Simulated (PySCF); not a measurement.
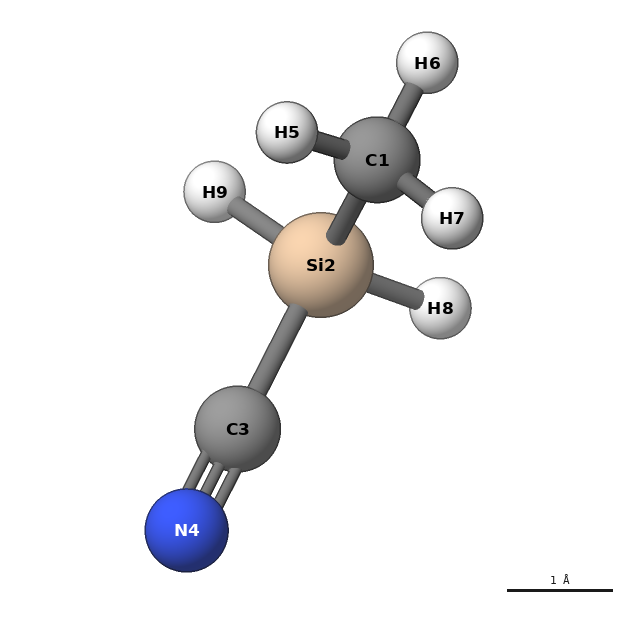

Numbered structure. The geometry was computed by an optimisation with PBE0-D3(BJ)/def2-SVP. No frequency run is at hand to confirm it as a minimum.

List the bonds and their lengths.

| bond | length (Å) | order |
| --- | --- | --- |
| C1–Si2 | 1.868 | single |
| C1–H5 | 1.100 | single |
| C1–H6 | 1.101 | single |
| C1–H7 | 1.100 | single |
| Si2–C3 | 1.864 | single |
| Si2–H8 | 1.490 | single |
| Si2–H9 | 1.490 | single |
| C3–N4 | 1.160 | triple |
